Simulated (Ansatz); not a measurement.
# C2H8BFOSi: rotation by 120° about the O3–Si4 bond, part 1 of 2

Aim: the minimum-energy path and barrier of the rotation by 120° about the O3–Si4 bond. The ends are relaxed first, then joined by a nudged elastic band. SMILES of the start: CBO[SiH](C)F.

Method: RKS B3LYP-D4/6-31G*, in Ansatz 0.2.0.

**1. The starting structure**

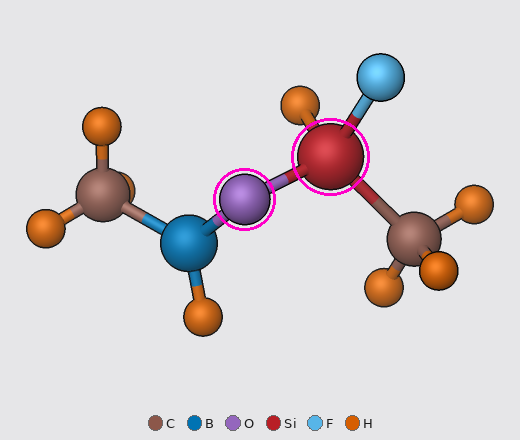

The starting structure, seen from a free direction (carbon brown, boron blue, oxygen purple, silicon red, fluorine blue, hydrogen orange). Ringed: O3, Si4.

Coordinates:

```xyz
14

C     0.3020   -2.4788    0.0659
B     0.8987   -0.9883   -0.0218
O     0.6870   -0.0306    1.0616
Si   -0.5677    0.9467    0.6491
C    -0.1468    2.2067   -0.6370
F    -1.2013    1.7437    2.0308
H    -0.3032   -2.5360    0.9961
H    -0.3813   -2.5633   -0.8218
H     1.0600   -3.1825    0.0750
H     1.5949   -0.7008   -0.9143
H    -1.7451    0.1058    0.1394
H     0.2102    1.7138   -1.5282
H    -1.0701    2.8850   -0.8675
H     0.6494    2.8493   -0.1986
```

**2. Relaxing end A**

The input, input.yaml:

```yaml
crystal:
  periodic: [false, false, false]
  atoms:
    - { symbol: C, position_ang: [0.302, -2.4788, 0.0659] }
    - { symbol: B, position_ang: [0.8987, -0.9883, -0.0218] }
    - { symbol: O, position_ang: [0.687, -0.0306, 1.0616] }
    - { symbol: Si, position_ang: [-0.5677, 0.9467, 0.6491] }
    - { symbol: C, position_ang: [-0.1468, 2.2067, -0.637] }
    - { symbol: F, position_ang: [-1.2013, 1.7437, 2.0308] }
    - { symbol: H, position_ang: [-0.3032, -2.536, 0.9961] }
    - { symbol: H, position_ang: [-0.3813, -2.5633, -0.8218] }
    - { symbol: H, position_ang: [1.06, -3.1825, 0.075] }
    - { symbol: H, position_ang: [1.5949, -0.7008, -0.9143] }
    - { symbol: H, position_ang: [-1.7451, 0.1058, 0.1394] }
    - { symbol: H, position_ang: [0.2102, 1.7138, -1.5282] }
    - { symbol: H, position_ang: [-1.0701, 2.885, -0.8675] }
    - { symbol: H, position_ang: [0.6494, 2.8493, -0.1986] }
basis:
  gaussian: { orbitals: "6-31G*" }
hamiltonian:
  xc: b3lyp
  dispersion: d4
relax:
  f_tol: 0.015
  max_steps: 40
output:
  orbitals: {}
```

Launch:

```sh
ansatz run input.yaml --threads 2 --pin off --max-ram 3072MiB --backend cpu --events-out ev --progress --plain --runs-dir out
```

The log of the run, shortened:

```text
Warning: RAYON_NUM_THREADS=2 ignored (pool sized by the plan → 2); use --threads N
[...]
Functional definition: B3LYP
[...]
1215 factors; integrals over basis functions are off by at most 4.4e-4 eV
[...]
mean field -15526.01568531 eV, -570.5705525237 hartree, gradient 4.3e-5 eV, S^2 0.000000; 0 other end points of the search recorded, 0 dependent functions left out
[...]
reference -15526.01593274 eV, -570.5705616166 hartree; 28, 28 occupied and 82, 82 virtual orbitals, 1215 factors
relax step   1: F+E_penalty+E_count = -15526.45860391 eV  Δ(F+E_penalty+E_count) = +0.000e0 eV  max|allowed force component| = 3.476e0 eV/Å  Δτ_max = 0.0000 Å  (26 SCF iters, accepted)
[...]
relax step   9: F+E_penalty+E_count = -15527.46772505 eV  Δ(F+E_penalty+E_count) = -1.103e-2 eV  max|allowed force component| = 2.293e-1 eV/Å  Δτ_max = 0.0949 Å  (27 SCF iters, accepted)
[...]
relax step  13: F+E_penalty+E_count = -15527.57194537 eV  Δ(F+E_penalty+E_count) = -3.298e-2 eV  max|allowed force component| = 3.919e-1 eV/Å  Δτ_max = 0.1962 Å  (27 SCF iters, accepted)
[...]
relax step  15: F+E_penalty+E_count = -15527.58319947 eV  Δ(F+E_penalty+E_count) = -2.484e-3 eV  max|allowed force component| = 8.281e-1 eV/Å  Δτ_max = 0.0740 Å  (29 SCF iters, accepted)
[...]
relax step  16: F+E_penalty+E_count = -15527.59450115 eV  Δ(F+E_penalty+E_count) = -1.130e-2 eV  max|allowed force component| = 1.960e-1 eV/Å  Δτ_max = 0.0508 Å  (25 SCF iters, accepted)
[...]
1215 factors; integrals over basis functions are off by at most 5.1e-4 eV
```

**3. More of the same log: end point A relaxed**

The log, continued:

```text
mean field -15527.16547580 eV, -570.6128065448 hartree, gradient 8.8e-5 eV, S^2 0.000000; 0 other end points of the search recorded, 0 dependent functions left out
the calculation of the forces begins
reference -15527.16573195 eV, -570.6128159583 hartree; 28, 28 occupied and 82, 82 virtual orbitals, 1215 factors
relax step  17: F+E_penalty+E_count = -15527.59794922 eV  Δ(F+E_penalty+E_count) = -3.448e-3 eV  max|allowed force component| = 4.015e-2 eV/Å  Δτ_max = 0.0423 Å  (26 SCF iters, accepted)
these checks for a lower state are left out or cut short: starts, cluster_reference, orbital_swaps, neighbouring_geometries, increment
1215 factors; integrals over basis functions are off by at most 5.1e-4 eV
mean field -15527.16594917 eV, -570.6128239410 hartree, gradient 1.2e-5 eV, S^2 0.000000; 0 other end points of the search recorded, 0 dependent functions left out
the calculation of the forces begins
reference -15527.16620553 eV, -570.6128333619 hartree; 28, 28 occupied and 82, 82 virtual orbitals, 1215 factors
relax step  18: F+E_penalty+E_count = -15527.59829535 eV  Δ(F+E_penalty+E_count) = -3.461e-4 eV  max|allowed force component| = 2.113e-2 eV/Å  Δτ_max = 0.0214 Å  (24 SCF iters, accepted)
these checks for a lower state are left out or cut short: starts, cluster_reference, orbital_swaps, neighbouring_geometries, increment
1215 factors; integrals over basis functions are off by at most 5.1e-4 eV
mean field evaluation 128: about -15527.1663 eV, gradient 8.6e-2 eV
mean field -15527.16629307 eV, -570.6128365790 hartree, gradient 8.8e-5 eV, S^2 0.000000; 0 other end points of the search recorded, 0 dependent functions left out
the calculation of the forces begins
reference -15527.16654965 eV, -570.6128460080 hartree; 28, 28 occupied and 82, 82 virtual orbitals, 1215 factors
relax step  19: F+E_penalty+E_count = -15527.59854537 eV  Δ(F+E_penalty+E_count) = -2.500e-4 eV  max|allowed force component| = 3.353e-2 eV/Å  Δτ_max = 0.0228 Å  (26 SCF iters, accepted)
these checks for a lower state are left out or cut short: starts, cluster_reference, orbital_swaps, neighbouring_geometries, increment
1215 factors; integrals over basis functions are off by at most 5.1e-4 eV
mean field -15527.16677709 eV, -570.6128543664 hartree, gradient 8.7e-5 eV, S^2 0.000000; 0 other end points of the search recorded, 0 dependent functions left out
the calculation of the forces begins
reference -15527.16703399 eV, -570.6128638072 hartree; 28, 28 occupied and 82, 82 virtual orbitals, 1215 factors
relax step  20: F+E_penalty+E_count = -15527.59887820 eV  Δ(F+E_penalty+E_count) = -3.328e-4 eV  max|allowed force component| = 8.308e-2 eV/Å  Δτ_max = 0.0549 Å  (25 SCF iters, accepted)
these checks for a lower state are left out or cut short: starts, cluster_reference, orbital_swaps, neighbouring_geometries, increment
1215 factors; integrals over basis functions are off by at most 5.1e-4 eV
mean field -15527.16701198 eV, -570.6128629985 hartree, gradient 7.8e-6 eV, S^2 0.000000; 0 other end points of the search recorded, 0 dependent functions left out
the calculation of the forces begins
reference -15527.16726887 eV, -570.6128724389 hartree; 28, 28 occupied and 82, 82 virtual orbitals, 1215 factors
relax step  21: F+E_penalty+E_count = -15527.59912153 eV  Δ(F+E_penalty+E_count) = -2.433e-4 eV  max|allowed force component| = 5.817e-2 eV/Å  Δτ_max = 0.0103 Å  (23 SCF iters, accepted)
these checks for a lower state are left out or cut short: starts, cluster_reference, orbital_swaps, neighbouring_geometries, increment
1215 factors; integrals over basis functions are off by at most 5.2e-4 eV
mean field -15527.16734772 eV, -570.6128753366 hartree, gradient 8.6e-5 eV, S^2 0.000000; 0 other end points of the search recorded, 0 dependent functions left out
the calculation of the forces begins
reference -15527.16760470 eV, -570.6128847804 hartree; 28, 28 occupied and 82, 82 virtual orbitals, 1215 factors
relax step  22: F+E_penalty+E_count = -15527.59955550 eV  Δ(F+E_penalty+E_count) = -4.340e-4 eV  max|allowed force component| = 3.078e-2 eV/Å  Δτ_max = 0.0430 Å  (26 SCF iters, accepted)
these checks for a lower state are left out or cut short: starts, cluster_reference, orbital_swaps, neighbouring_geometries, increment
1215 factors; integrals over basis functions are off by at most 5.2e-4 eV
mean field -15527.16708546 eV, -570.6128656989 hartree, gradient 8.5e-5 eV, S^2 0.000000; 0 other end points of the search recorded, 0 dependent functions left out
the calculation of the forces begins
reference -15527.16734249 eV, -570.6128751446 hartree; 28, 28 occupied and 82, 82 virtual orbitals, 1215 factors
relax step  23: F+E_penalty+E_count = -15527.59927886 eV  Δ(F+E_penalty+E_count) = +2.766e-4 eV  max|allowed force component| = 8.574e-2 eV/Å  Δτ_max = 0.0517 Å  (25 SCF iters, rejected (line search))
these checks for a lower state are left out or cut short: starts, cluster_reference, orbital_swaps, neighbouring_geometries, increment
1215 factors; integrals over basis functions are off by at most 5.2e-4 eV
mean field -15527.16755439 eV, -570.6128829318 hartree, gradient 8.5e-5 eV, S^2 0.000000; 0 other end points of the search recorded, 0 dependent functions left out
the calculation of the forces begins
reference -15527.16781139 eV, -570.6128923764 hartree; 28, 28 occupied and 82, 82 virtual orbitals, 1215 factors
relax step  24: F+E_penalty+E_count = -15527.59972971 eV  Δ(F+E_penalty+E_count) = -1.742e-4 eV  max|allowed force component| = 2.330e-2 eV/Å  Δτ_max = 0.0252 Å  (26 SCF iters, accepted)
these checks for a lower state are left out or cut short: starts, cluster_reference, orbital_swaps, neighbouring_geometries, increment
1215 factors; integrals over basis functions are off by at most 5.2e-4 eV
mean field evaluation 160: about -15527.1677 eV, gradient 2.1e-5 eV
mean field -15527.16771984 eV, -570.6128890117 hartree, gradient 8.4e-5 eV, S^2 0.000000; 0 other end points of the search recorded, 0 dependent functions left out
the calculation of the forces begins
reference -15527.16797686 eV, -570.6128984573 hartree; 28, 28 occupied and 82, 82 virtual orbitals, 1215 factors
relax step  25: F+E_penalty+E_count = -15527.59992602 eV  Δ(F+E_penalty+E_count) = -1.963e-4 eV  max|allowed force component| = 2.705e-2 eV/Å  Δτ_max = 0.0427 Å  (25 SCF iters, accepted)
these checks for a lower state are left out or cut short: starts, cluster_reference, orbital_swaps, neighbouring_geometries, increment
1215 factors; integrals over basis functions are off by at most 5.2e-4 eV
mean field -15527.16778801 eV, -570.6128915169 hartree, gradient 1.3e-5 eV, S^2 0.000000; 0 other end points of the search recorded, 0 dependent functions left out
the calculation of the forces begins
reference -15527.16804500 eV, -570.6129009613 hartree; 28, 28 occupied and 82, 82 virtual orbitals, 1215 factors
relax step  26: F+E_penalty+E_count = -15527.60000885 eV  Δ(F+E_penalty+E_count) = -8.283e-5 eV  max|allowed force component| = 1.172e-2 eV/Å  Δτ_max = 0.0164 Å  (23 SCF iters, accepted)
these checks for a lower state are left out or cut short: starts, cluster_reference, orbital_swaps, neighbouring_geometries, increment
1215 factors; integrals over basis functions are off by at most 5.2e-4 eV
mean field -15527.16784873 eV, -570.6128937484 hartree, gradient 8.3e-5 eV, S^2 0.000000; 0 other end points of the search recorded, 0 dependent functions left out
the calculation of the forces begins
reference -15527.16810572 eV, -570.6129031927 hartree; 28, 28 occupied and 82, 82 virtual orbitals, 1215 factors
relax step  27: F+E_penalty+E_count = -15527.60008575 eV  Δ(F+E_penalty+E_count) = -7.690e-5 eV  max|allowed force component| = 1.325e-2 eV/Å  Δτ_max = 0.0301 Å  (26 SCF iters, accepted)
these checks for a lower state are left out or cut short: starts, cluster_reference, orbital_swaps, neighbouring_geometries, increment
1215 factors; integrals over basis functions are off by at most 5.2e-4 eV
mean field -15527.16791241 eV, -570.6128960886 hartree, gradient 8.3e-5 eV, S^2 0.000000; 0 other end points of the search recorded, 0 dependent functions left out
the calculation of the forces begins
reference -15527.16816937 eV, -570.6129055317 hartree; 28, 28 occupied and 82, 82 virtual orbitals, 1215 factors
relax step  28: F+E_penalty+E_count = -15527.60013428 eV  Δ(F+E_penalty+E_count) = -4.853e-5 eV  max|allowed force component| = 1.373e-2 eV/Å  Δτ_max = 0.0234 Å  (26 SCF iters, accepted)
these checks for a lower state are left out or cut short: starts, cluster_reference, orbital_swaps, neighbouring_geometries, increment
1215 factors; integrals over basis functions are off by at most 5.2e-4 eV
mean field -15527.16797673 eV, -570.6128984522 hartree, gradient 8.3e-5 eV, S^2 0.000000; 0 other end points of the search recorded, 0 dependent functions left out
the calculation of the forces begins
reference -15527.16823367 eV, -570.6129078947 hartree; 28, 28 occupied and 82, 82 virtual orbitals, 1215 factors
relax step  29: F+E_penalty+E_count = -15527.60018200 eV  Δ(F+E_penalty+E_count) = -4.771e-5 eV  max|allowed force component| = 1.373e-2 eV/Å  Δτ_max = 0.0187 Å  (26 SCF iters, accepted)
1215 factors; integrals over basis functions are off by at most 5.2e-4 eV
mean field evaluation 192: about -15527.1680 eV, gradient 3.4e-2 eV
mean field -15527.16797673 eV, -570.6128984522 hartree, gradient 8.3e-5 eV, S^2 0.000000; 1 other end points of the search recorded, 0 dependent functions left out
the calculation of the forces begins
reference -15527.16823367 eV, -570.6129078947 hartree; 28, 28 occupied and 82, 82 virtual orbitals, 1215 factors
Total energy: -15527.60043894 eV, -570.6287911454 hartree
Atom 0 at     0.617885    -2.643519     0.139427 Å, force     0.001648    -0.002867     0.004393 eV/Å
Atom 1 at     0.481723    -1.092038    -0.032169 Å, force    -0.001936     0.006372    -0.003473 eV/Å
Atom 2 at    -0.595248    -0.430127     0.482066 Å, force     0.003302    -0.003861    -0.004140 eV/Å
Atom 3 at    -1.022978     1.174895     0.539285 Å, force     0.000453     0.007162     0.013734 eV/Å
Atom 4 at    -0.057047     2.233592    -0.649158 Å, force    -0.000935     0.000375    -0.002574 eV/Å
Atom 5 at    -0.745910     1.683787     2.044097 Å, force    -0.001762    -0.003749    -0.012368 eV/Å
Atom 6 at    -0.224443    -3.101792     0.667841 Å, force     0.003933     0.004170    -0.003868 eV/Å
Atom 7 at     0.729297    -3.129797    -0.840253 Å, force    -0.000013    -0.000488     0.004002 eV/Å
Atom 8 at     1.542900    -2.878031     0.686595 Å, force    -0.002541    -0.002217    -0.004515 eV/Å
Atom 9 at     1.319862    -0.456219    -0.622412 Å, force    -0.003619    -0.003290     0.006131 eV/Å
Atom 10 at    -2.485348     1.232688     0.313553 Å, force     0.001109    -0.000728     0.000731 eV/Å
Atom 11 at    -0.213087     1.905505    -1.683201 Å, force     0.000157    -0.000663     0.001233 eV/Å
Atom 12 at    -0.378308     3.278822    -0.574450 Å, force     0.000958    -0.000037     0.000174 eV/Å
Atom 13 at     1.017403     2.192935    -0.442522 Å, force    -0.000755    -0.000181     0.000540 eV/Å
Dipole moment:     0.069785     0.077544    -0.352544 e Å
```

Wall time 83 s (2 threads of Intel Xeon Platinum 8375C at 2.90GHz (Ice Lake), shared host); peak memory 0.28 GiB.

Step by step:

```tsv
step	energy from step 1 (eV)	largest force component (eV/Å)
1	0.0000	3.4760
2	-0.5506	1.6956
3	-0.7641	0.7729
4	-0.8250	0.5467
5	-0.8871	0.3689
6	-0.9322	0.3835
7	-0.9790	0.2639
8	-0.9981	0.2932
9	-1.0091	0.2293
10	-1.0179	0.3052
11	-1.0293	0.3519
12	-1.0804	0.1845
13	-1.1133	0.3919
14	-1.1221	0.4654
15	-1.1246	0.8281
16	-1.1359	0.1960
17	-1.1393	0.0401
18	-1.1397	0.0211
19	-1.1399	0.0335
20	-1.1403	0.0831
21	-1.1405	0.0582
22	-1.1410	0.0308
23x	-1.1407	0.0857
24	-1.1411	0.0233
25	-1.1413	0.0271
26	-1.1414	0.0117
27	-1.1415	0.0132
28	-1.1415	0.0137
29	-1.1416	0.0137
```

Step 1 is the start. 1 step was tried and not accepted (marked x).

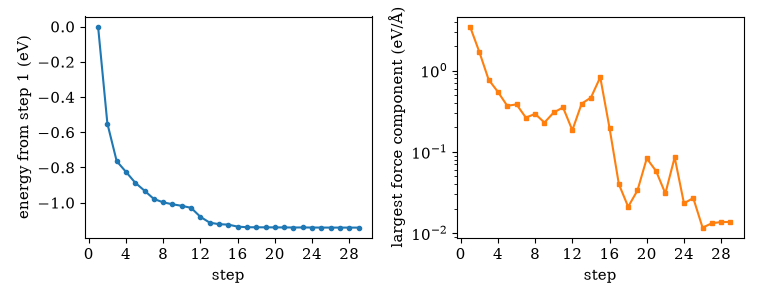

Energy and largest force along the relaxation.

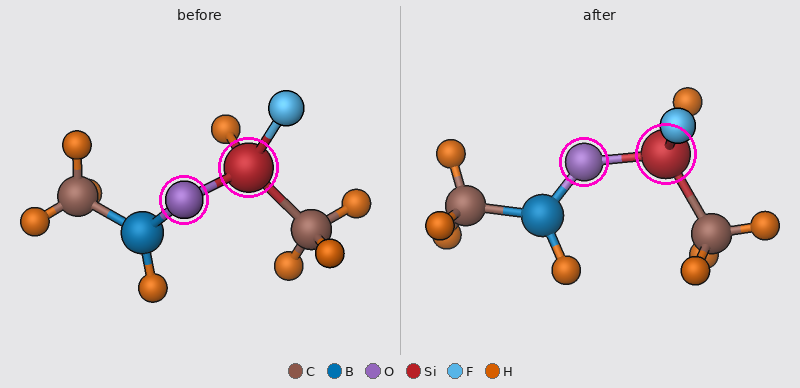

Before and after, at one scale.

After: Bond lengths: C1–B2 1.567 Å, B2–O3 1.365 Å, O3–Si4 1.662 Å, Si4–C5 1.862 Å, Si4–F6 1.613 Å, C1–H7 1.095 Å, C1–H8 1.099 Å, C1–H9 1.100 Å, B2–H10 1.206 Å, Si4–H11 1.481 Å, C5–H12 1.096 Å, C5–H13 1.096 Å, C5–H14 1.095 Å. Angles (14 of 22 angles, heavy atoms first): C1–B2–O3 120.5°, B2–O3–Si4 133.2°, O3–Si4–C5 113.2°, O3–Si4–F6 107.0°, C5–Si4–F6 109.1°, C1–B2–H10 121.0°, O3–B2–H10 118.5°, B2–C1–H7 113.6°, B2–C1–H8 110.4°, B2–C1–H9 109.8°, O3–Si4–H11 106.7°, C5–Si4–H11 113.1°, F6–Si4–H11 107.4°, Si4–C5–H12 111.0°.

**4. Relaxing end B**

The second end starts from a geometry with the move made by hand.

The input, input.yaml:

```yaml
crystal:
  periodic: [false, false, false]
  atoms:
    - { symbol: C, position_ang: [0.302, -2.4788, 0.0659] }
    - { symbol: B, position_ang: [0.8987, -0.9883, -0.0218] }
    - { symbol: O, position_ang: [0.687, -0.0306, 1.0616] }
    - { symbol: Si, position_ang: [-0.5677, 0.9467, 0.6491] }
    - { symbol: C, position_ang: [-1.24978, 1.92877, 2.05946] }
    - { symbol: F, position_ang: [-1.83585, 0.04184, -0.07115] }
    - { symbol: H, position_ang: [-0.3032, -2.536, 0.9961] }
    - { symbol: H, position_ang: [-0.3813, -2.5633, -0.8218] }
    - { symbol: H, position_ang: [1.06, -3.1825, 0.075] }
    - { symbol: H, position_ang: [1.5949, -0.7008, -0.9143] }
    - { symbol: H, position_ang: [-0.13717, 1.91836, -0.45711] }
    - { symbol: H, position_ang: [-0.47021, 2.53703, 2.4918] }
    - { symbol: H, position_ang: [-2.15297, 2.58201, 1.70842] }
    - { symbol: H, position_ang: [-1.62872, 1.19099, 2.80186] }
basis:
  gaussian: { orbitals: "6-31G*" }
hamiltonian:
  xc: b3lyp
  dispersion: d4
relax:
  f_tol: 0.015
  max_steps: 40
output:
  orbitals: {}
```

Launch:

```sh
ansatz run input.yaml --threads 2 --pin off --max-ram 3072MiB --backend cpu --events-out ev --progress --plain --runs-dir out
```

The log of the run, shortened:

```text
Warning: RAYON_NUM_THREADS=2 ignored (pool sized by the plan → 2); use --threads N
[...]
[... 1 set-up line as earlier in the session ...]
[...]
1214 factors; integrals over basis functions are off by at most 4.2e-4 eV
[...]
mean field -15526.12727057 eV, -570.5746532062 hartree, gradient 2.7e-5 eV, S^2 0.000000; 0 other end points of the search recorded, 0 dependent functions left out
[...]
relax step  15: F+E_penalty+E_count = -15527.60145580 eV  Δ(F+E_penalty+E_count) = +5.421e-3 eV  max|allowed force component| = 3.432e-1 eV/Å  Δτ_max = 0.1810 Å  (27 SCF iters, rejected (line search))
[...]
relax step  16: F+E_penalty+E_count = -15527.60352345 eV  Δ(F+E_penalty+E_count) = +3.354e-3 eV  max|allowed force component| = 2.078e-1 eV/Å  Δτ_max = 0.0550 Å  (25 SCF iters, rejected (line search))
[...]
1214 factors; integrals over basis functions are off by at most 4.2e-4 eV
```

**5. The output, continued: end point B relaxed**

Output, continued, shortened:

```text
mean field -15527.18752650 eV, -570.6136168932 hartree, gradient 8.5e-5 eV, S^2 0.000000; 0 other end points of the search recorded, 0 dependent functions left out
[...]
reference -15527.18778395 eV, -570.6136263545 hartree; 28, 28 occupied and 82, 82 virtual orbitals, 1214 factors
[...]
Atom 10 at     0.110888     1.900781    -0.419354 Å, force     0.001592     0.000207    -0.002294 eV/Å
Atom 11 at    -0.216722     1.942097     2.655301 Å, force     0.000001    -0.000622     0.000067 eV/Å
Atom 12 at    -1.498268     2.989946     2.018215 Å, force     0.000022     0.000178    -0.000223 eV/Å
Atom 13 at    -1.898676     1.383767     2.658745 Å, force     0.000487     0.000206     0.000814 eV/Å
Dipole moment:     0.193462     0.118282     0.250200 e Å
```

Wall time 77 s (2 threads of Intel Xeon Platinum 8375C at 2.90GHz (Ice Lake), shared host); peak memory 0.27 GiB.

Step by step:

```tsv
step	energy from step 1 (eV)	largest force component (eV/Å)
1	0.0000	3.4406
2	-0.5352	1.2791
3	-0.7195	0.7349
4	-0.7966	0.4704
5	-0.8582	0.4559
6	-0.9210	0.4057
7	-0.9664	0.3951
8	-0.9788	1.1241
9	-1.0126	0.4750
10x	-1.0037	0.3776
11	-1.0311	0.1430
12	-1.0365	0.1538
13	-1.0391	0.0680
14	-1.0392	0.0733
15x	-1.0338	0.3432
16x	-1.0359	0.2078
17	-1.0399	0.0891
18	-1.0414	0.0179
19	-1.0418	0.1246
20	-1.0425	0.0466
21	-1.0430	0.0071
22	-1.0434	0.0329
23x	-1.0433	0.0838
24	-1.0436	0.0222
25	-1.0437	0.0453
26	-1.0438	0.0228
27	-1.0439	0.0052
```

Step 1 is the start. 4 steps were tried and not accepted (marked x).

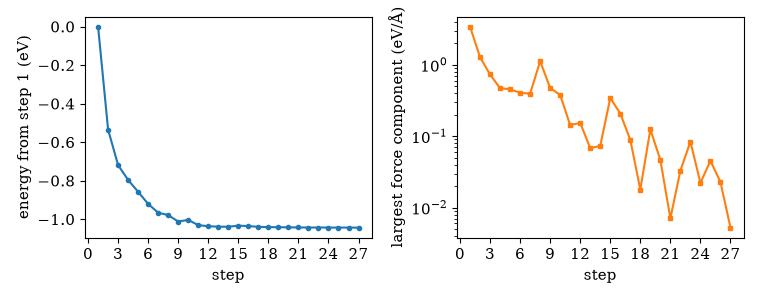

How energy and force went from step to step.

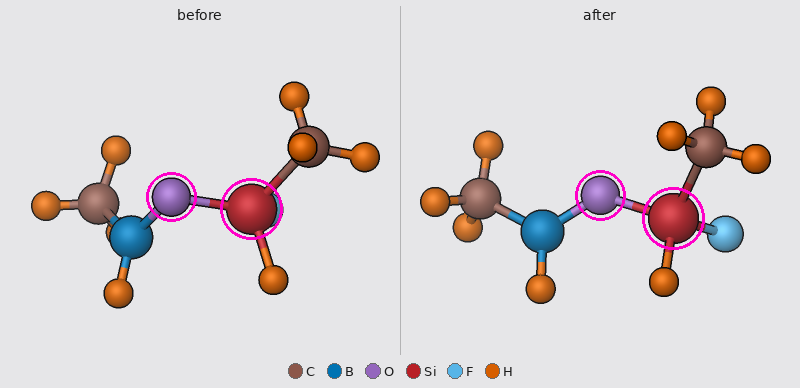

Before and after, at one scale.

After: Bond lengths: C1–B2 1.567 Å, B2–O3 1.366 Å, O3–Si4 1.664 Å, Si4–C5 1.858 Å, Si4–F6 1.612 Å, C1–H7 1.095 Å, C1–H8 1.100 Å, C1–H9 1.099 Å, B2–H10 1.206 Å, Si4–H11 1.484 Å, C5–H12 1.096 Å, C5–H13 1.096 Å, C5–H14 1.095 Å. Angles (14 of 22 angles, heavy atoms first): C1–B2–O3 120.5°, B2–O3–Si4 130.0°, O3–Si4–C5 108.5°, O3–Si4–F6 107.5°, C5–Si4–F6 109.4°, C1–B2–H10 121.2°, O3–B2–H10 118.3°, B2–C1–H7 113.6°, B2–C1–H8 109.8°, B2–C1–H9 110.5°, O3–Si4–H11 109.5°, C5–Si4–H11 114.0°, F6–Si4–H11 107.7°, Si4–C5–H12 110.6°.

(Continued in part 2 of 2.)
